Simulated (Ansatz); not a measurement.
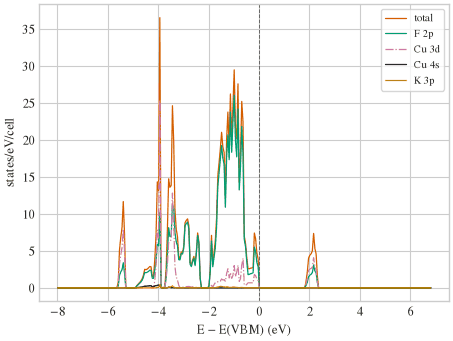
Figure. Total and projected density of states of K$_{2}$LiCuF$_{6}$ in space group Fm-3m (No. 225; K on 8c, Li on 4b, Cu on 4a, F on 24e), the program Ansatz at the r²SCAN level (PAW)

Question: Which orbitals carry the states next to the gap?

Answer: Top 1 eV of the valence band: F 2p 86 %, Cu 3d 13 %. Bottom 1 eV of the conduction band: Cu 3d 56 %, F 2p 41 %. Projections are on Löwdin-orthogonalised atomic valence shells; empty p or d shells of many metals are not among them.

Question: Where is the tallest occupied peak in this window, and what makes it?

Answer: Near -3.9 eV, about 37 states/eV per cell; the largest projected share is Cu 3d.

The first step of the workflow began from a Materials Project structure, measured or hypothetical; the Crystallography Open Database copy checked does not list it. Whether it is the stable phase at ambient conditions was not checked. The r²SCAN relaxation kept the symmetry of its start; its stability against distortions is not shown here. Magnetic state: ferromagnetic, chosen from 3 collinear starts compared on coarse meshes (ties went to the first, and starts can fall back to one state), not a proven ground state. Other orbital occupations within this spin state were not tried. No Hubbard U is applied.

Potentials: the later of the program's two PAW sets.
